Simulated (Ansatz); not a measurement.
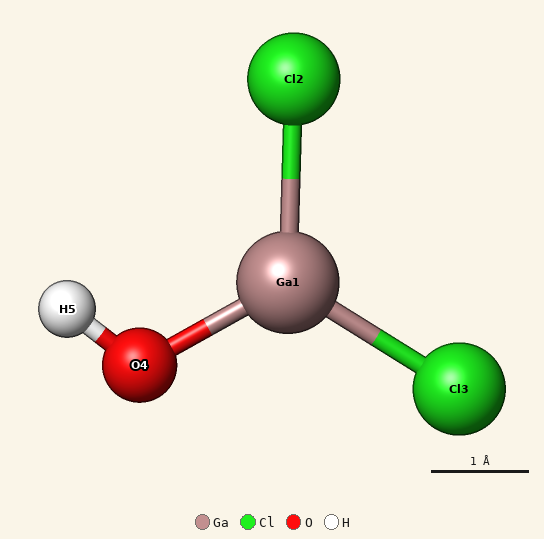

Fig. 1: The structure as given in the input (ball-and-stick view, seen on its broad side; atoms are numbered from 1 in the order of the input). Sticks mark near contacts.

**Single-point calculation of GaHCl₂O**

The run: single-point calculation of GaHCl₂O. Method and program: RKS r2SCAN-D4/def2-TZVPP (Ansatz 0.2.0).

The geometry comes from this level: PBE0-D4/def2-TZVP.

What the program printed
```
Functional definition: r2SCAN
  name "r2SCAN"
  cite "Furness, Kaplan, Ning, Perdew & Sun, J. Phys. Chem. Lett. 11, 8208 (2020) doi:10.1021/acs.jpclett.0c02405"
  cite "Furness, Kaplan, Ning, Perdew & Sun, J. Phys. Chem. Lett. 11, 9248 (2020) doi:10.1021/acs.jpclett.0c03077"
  parent r2scan
  parameter k0 = 0.174
  parameter k1 = 0.065
  parameter a1 = 4.9479
  exchange = r2scan_x(k0 = k0, k1 = k1, a1 = a1)
  correlation = r2scan_c
1166 factors; their error is unknown
mean field evaluation 1: about -79482.2501 eV, gradient 6.8e1 eV
mean field evaluation 2: about -79413.1156 eV, gradient 1.8e2 eV
mean field evaluation 4: about -79489.0938 eV, gradient 1.7e1 eV
mean field evaluation 8: about -79489.5195 eV, gradient 2.7e-1 eV
mean field evaluation 16: about -79489.4867 eV, gradient 4.1e-4 eV
mean field -79489.48669538 eV, -2921.1847561461 hartree, gradient 4.3e-5 eV, S^2 0.000000; 0 other end points of the search recorded, 0 dependent functions left out
reference -79489.48670524 eV, -2921.1847565082 hartree; 37, 37 occupied and 140, 140 virtual orbitals, 1166 factors
Total energy: -79489.51703145 eV, -2921.1858709760 hartree
```

This output came from the following input.

Input
```yaml
crystal:
  periodic: [false, false, false]
  atoms:
    - {symbol: Ga, position_ang: [-0.493240, -1.700672, 0.988722]}
    - {symbol: Cl, position_ang: [-0.758858, -3.244582, -0.444646]}
    - {symbol: Cl, position_ang: [0.507928, -2.083561, 2.805241]}
    - {symbol: O, position_ang: [-1.105393, -0.074124, 0.683209]}
    - {symbol: H, position_ang: [-1.538737, 0.008917, -0.170538]}
basis:
  gaussian: {orbitals: def2-TZVPP}
hamiltonian: {xc: r2scan, dispersion: d4}
```

Run as:
```bash
ansatz run in.yaml --threads 4 --pin off --events-out ev --progress --plain --max-ram 63488MiB --backend cpu
```

Results in brief

| quantity | value |
| --- | --- |
| outcome | converged |
| total energy | −79489.5170 eV |
| mean-field energy | −79489.4867 eV |
| dispersion energy | −0.0303 eV |
| SCF solution under orbital rotations | stable |
| hardware | 4 CPU threads, shared host |
| wall time | 1.9 s (CPU time 6.5 s) |
| peak memory | 0.95 GiB |
